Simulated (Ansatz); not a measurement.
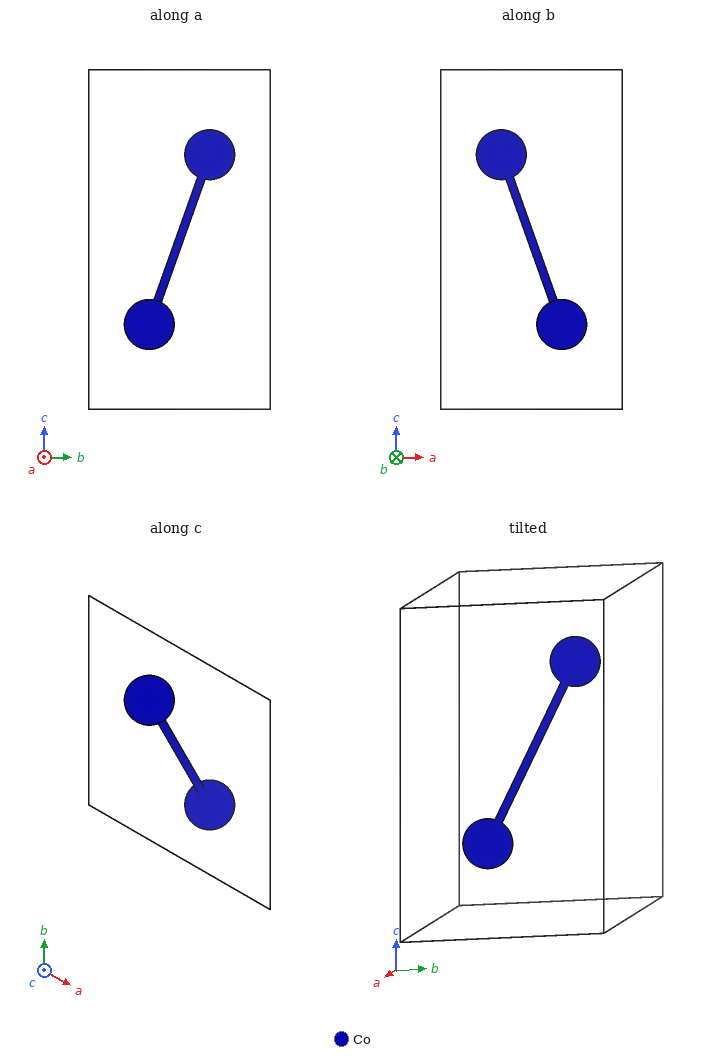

The figure gives a ball-and-stick picture of the atoms, viewed along the a axis, along the b axis, along the c axis and slightly off an axis. The outline marks the conventional unit cell.

Lattice parameters: a = 2.510 Å, b = 2.510 Å, c = 4.071 Å, α = 90.00°, β = 90.00°, γ = 120.00°. Put a along x and b in the xy plane.

Question: Write down what is shown as a POSCAR file.

Answer:
```
Co
1.0
     2.510    0.000    0.000
    -1.255    2.174    0.000
     0.000    0.000    4.071
Co
2
Direct
  0.3333 0.6667 0.7500
  0.6667 0.3333 0.2500
```

The initial geometry was the standard structure of this element. Earlier steps of the study may have refined or changed the cell and positions. A calculation with Ansatz used it as input.

At this level of theory the cell isn't at rest (stretched, at -5 GPa), so its distances can differ from those at equilibrium, the more so the softer the solid.
